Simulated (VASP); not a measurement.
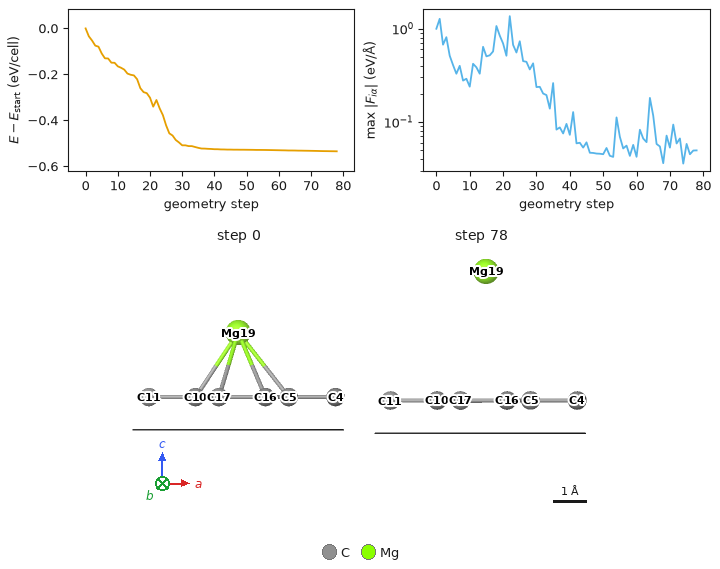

First and last geometry of a relaxation of a slab of composition MgC₁₈, with the history of the run. The picture is a ball-and-stick view of the cell of the calculation, outlined in the plane, without the vacuum (origin shifted), seen along the b axis.

The run lets the atoms move in a fixed cell.

Theory: VASP, Kohn-Sham DFT of a periodic cell, PBE, VASP PAW PBE potentials, recommended.

Input file:
```
ALGO = Normal
EDIFF = 1E-6
EDIFFG = -0.03
ENCUT = 520
GGA = PE
IBRION = 2
ISIF = 2
ISMEAR = 0
LASPH = True
LCHARG = False
LREAL = Auto
LWAVE = False
NELM = 100
NSW = 80
PREC = Accurate
SIGMA = 0.02
```

Run as
```bash
cat potpaw_PBE.64/C/POTCAR potpaw_PBE.64/Mg/POTCAR > POTCAR
mpirun -np 1 vasp_std > vasp.out
```

Read the history and describe the run.

The run was cut off at its time limit before the relaxation converged, so the last structure is only a point on the way. The largest move relative to the layer's centre is that of the Mg atom, 1.96 Å at 18° to the normal (+c side). By element the largest moves are Mg 1.96 Å, C 0.11 Å. The lattice vectors keep their values. Near-neighbour distances that change, for instance: C–Mg 2.219 → 4.265 Å, C–Mg 2.296 → 4.240 Å, C–Mg 2.395 → 4.216 Å, C–Mg 2.535 → 4.168 Å. Bonds break, among them: C–Mg (2.22 → 4.26 Å), C–Mg (2.30 → 4.24 Å), C–Mg (2.39 → 4.22 Å), C–Mg (2.54 → 4.17 Å). After 78 geometry steps the energy has fallen by 0.534 eV per cell of the calculation. The largest force component goes from 1 to 0.05 eV/Å.
